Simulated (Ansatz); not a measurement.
# Calculations on C$_{2}$H$_{5}$O

### Relaxation

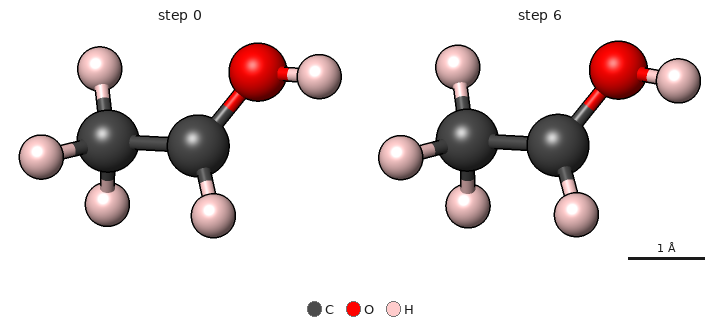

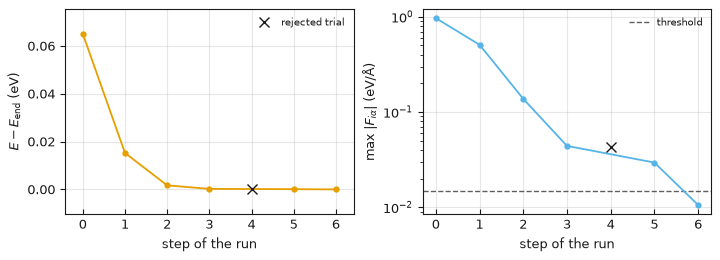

First and last geometry of a relaxation of C₂H₅O (charge +1), with the history of the run. Style: ball-and-stick. Shown from a free direction.

The run prepares an end point of a later path (torsion) calculation, from a guessed geometry.

Method: RKS PBE/def2-SVP (Ansatz).

The input:
```yaml
crystal:
  periodic: [false, false, false]
  atoms:
    - { symbol: C, position_ang: [-0.32842, 0.6461, -0.58292] }
    - { symbol: C, position_ang: [0.27851, -0.20472, 0.40334] }
    - { symbol: O, position_ang: [0.03783, -1.43521, 0.42541] }
    - { symbol: H, position_ang: [-0.98306, 0.10243, -1.26205] }
    - { symbol: H, position_ang: [0.45055, 1.18388, -1.1386] }
    - { symbol: H, position_ang: [-0.87124, 1.45986, -0.08539] }
    - { symbol: H, position_ang: [0.95633, 0.24959, 1.13464] }
    - { symbol: H, position_ang: [0.4595, -2.00193, 1.10557] }
total_charge: 1
basis:
  gaussian: { orbitals: def2-SVP }
hamiltonian:
  xc: pbe
relax:
  f_tol: 0.015
  max_steps: 40
```

Run as
```bash
ansatz run input.yaml --threads 1 --pin off --max-ram 2048MiB --backend cpu --events-out ev --progress --plain --runs-dir out
```

Question: What do the curves and the structures tell?

Answer: It converged. Over 5 accepted moves (6 points after the start) the energy falls by 0.065 eV. The largest force component goes from 0.97 to 0.011 eV/Å. The line search rejected the trial step at point 4 of the run. H8 moves most after the best rigid fit: 0.061 Å. Largest moves by element: H 0.061 Å, O 0.028 Å, C 0.021 Å. Among the contacts that change: C1–H5 1.098 → 1.119 Å, C2–O3 1.254 → 1.274 Å, C2–H7 1.096 → 1.113 Å, C1–H4 1.089 → 1.105 Å. Among the angles between lasting bonds that change: C2–O3–H8 119.8° → 114.5°, C1–C2–H7 118.3° → 120.9°, O3–C2–H7 120.9° → 118.6°. Cost: 5.4 s on 1 thread of Intel(R) Xeon(R) 6975P-C (Granite Rapids), with other jobs on the host, peak memory 0.13 GiB.

### Relaxation

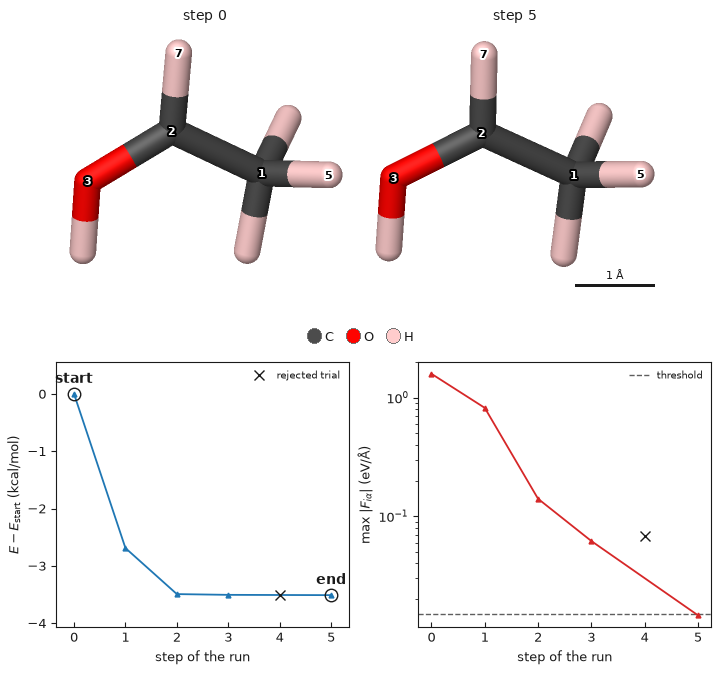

First and last geometry of a relaxation of C2H5O (charge +1), with the history of the run. Style: stick. Shown at a tilt.

The run prepares an end point of a later path (torsion) calculation, from a guessed geometry.

These are results of RKS PBE/def2-SVP (Ansatz), not measurements. Settings: no spin polarisation; force threshold 0.015 eV/Å; at most 40 steps.

Did the run converge, and what did it change?

Answer. It converged. The energy falls by 3.51 kcal/mol in 4 accepted moves (5 points after the start). The largest force component goes from 1.6 to 0.015 eV/Å. The line search rejected the trial step at point 4 of the run. The largest move after the best rigid fit is that of an H atom, 0.10 Å. By element the largest moves are H 0.10 Å, O 0.08 Å, C 0.04 Å. Some distances before and after: C–H 1.098 → 1.118 Å, C–H 1.089 → 1.107 Å, C–O 1.254 → 1.272 Å, C–C 1.437 → 1.451 Å. Among the angles between lasting bonds that change: O–C–H 120.9° → 112.3°, C–C–O 120.8° → 126.6°, C–O–H 119.8° → 114.6°.

```csv
step,"E − E(0), kcal/mol","largest force component, eV/Å",note
0,0.00,1.5855,
1,-2.69,0.8190,
2,-3.49,0.1403,
3,-3.51,0.0618,
4,-3.51,0.0681,rejected
5,-3.51,0.0146,
```

### Path

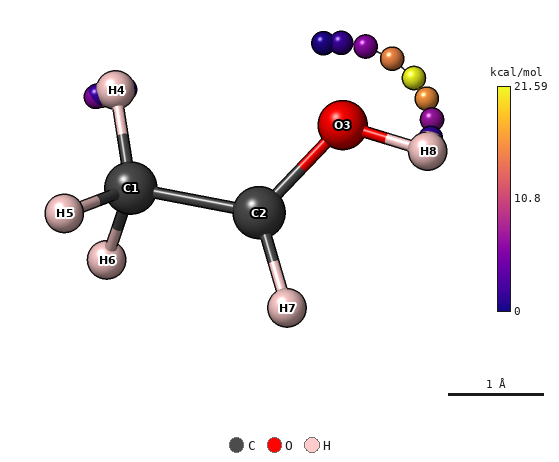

A nudged-elastic-band calculation for C2H5O (charge +1). Images are numbered from 0 (start) to 8 (end). The start is drawn whole; smaller spheres mark the moving atoms (H) in the later images, joined by lines and coloured by the energy of the image relative to the start. A ball-and-stick model, seen at a tilt.

Method: RKS PBE/def2-SVP in Ansatz 0.2.0. Run with 7 movable images; climbing image; force threshold 0.05 eV/Å; iteration limit 60; starting path through a guess of the saddle point.

### What moves, how far, and at what cost in energy?

The motion is a rotation about the C2–O3 bond by about 180°. No bond forms or breaks between the ends. Bond angles that change up to the highest image, for instance: C2–O3–H8 114.5° → 152.8°, C1–C2–O3 120.4° → 123.8°. The highest point, image 4, lies 21.6 kcal/mol above the start and 21.0 kcal/mol above the end; the end is at +0.6 kcal/mol relative to the start. The band converged in 15 iterations. The largest component of the band force went from 14 to 0.022 eV/Å. The climbing image converged on the top of the path. Its vibrational analysis gives one imaginary mode (1067i cm⁻¹), as a transition state must have.
